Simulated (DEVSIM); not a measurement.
Structure: TaN/SiO2/n-GaAs capacitor, at 300 K.

| layer (left to right) | material | thickness (nm) | Nd (cm⁻³) |
|---|---|---|---|
| 1 | SiO2 | 1.30 | - |
| 2 | GaAs | 2000 | 1e17 |

Metal gate on the left, work function 4.4 eV. Fixed charge at the semiconductor interface 3.6e11 cm⁻² (in units of +e); no interface traps.

This is a model device: material constants are rounded textbook-type values typed into the input, and sizes, dopings and lifetimes were drawn at random. Values at 300 K.

```tsv
parameter	SiO2	GaAs
gap (eV)	9	1.424
affinity (eV)	0.9	4.07
permittivity	3.9	12.9
Nc (cm⁻³)	-	4.7e17
Nv (cm⁻³)	-	9e18
```

DEVSIM, 1D Poisson equation in equilibrium, Boltzmann statistics, complete ionisation; no quantum confinement or tunnelling. Metal contacts follow the ideal Schottky-Mott rule: no Fermi-level pinning, no interface dipoles.

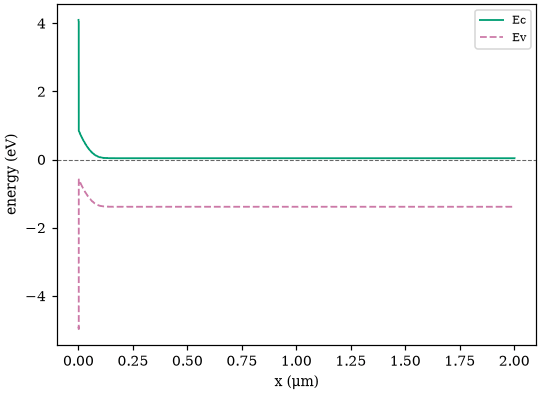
Fig. 1. Band edges at -0.6 V on the gate

Energies count from the Fermi level of the right contact; mesh points crowd at the junctions.

```
x (μm)     Ec (eV)  Ev (eV)  n (cm⁻³)  p (cm⁻³)  field (V/cm)
---------  -------  -------  --------  --------  ------------
0.000        4.100   -4.900     < 1e2     < 1e2       -660000
0.0005899    4.061   -4.939     < 1e2     < 1e2       -660000
0.001122     4.026   -4.974     < 1e2     < 1e2       -660000
0.002004     0.835   -0.589      4400     1.1e9       -150000
0.004639     0.797   -0.627     19000     2.6e8       -140000
0.008702     0.740   -0.684    180000     2.9e7       -140000
0.01643      0.638   -0.786   9100000    550000       -130000
0.03944      0.383   -1.041    1.7e11     < 1e2        -94000
0.07492      0.137   -1.287    2.4e15     < 1e2        -45000
0.1473       0.041   -1.383    9.7e16     < 1e2          -640
0.2802       0.040   -1.384    1.0e17     < 1e2           ≈ 0
0.6757       0.040   -1.384    1.0e17     < 1e2           ≈ 0
1.213        0.040   -1.384    1.0e17     < 1e2           ≈ 0
1.587        0.040   -1.384    1.0e17     < 1e2           ≈ 0
1.830        0.040   -1.384    1.0e17     < 1e2           ≈ 0
1.912        0.040   -1.384    1.0e17     < 1e2           ≈ 0
1.956        0.040   -1.384    1.0e17     < 1e2           ≈ 0
1.978        0.040   -1.384    1.0e17     < 1e2           ≈ 0
1.992        0.040   -1.384    1.0e17     < 1e2           ≈ 0
1.997        0.040   -1.384    1.0e17     < 1e2           ≈ 0
2.000        0.040   -1.384    1.0e17     < 1e2           ≈ 0
2.001        0.040   -1.384    1.0e17     < 1e2           ≈ 0
```
